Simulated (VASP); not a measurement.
Band structure of SrO (rock salt). Computed with r2SCAN+rVV10, VASP's PBE PAW potentials (set 64) (plane waves; VASP 6.6.1).

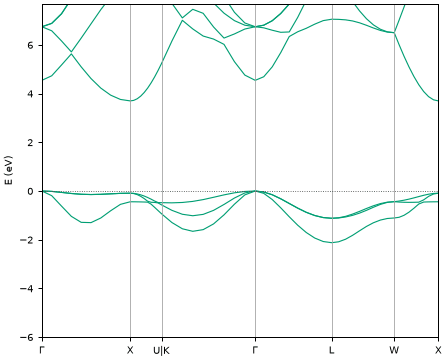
Fig. 1. Bands along high-symmetry lines, zero at the valence-band maximum or, without a gap, the Fermi level

Question: Read the plot: is there a gap, and where are the band edges?

Answer: The gap is indirect, 3.70 eV, from the valence maximum at Γ to the conduction minimum at X.

The compound is SrO in the rock salt structure. It was relaxed first.
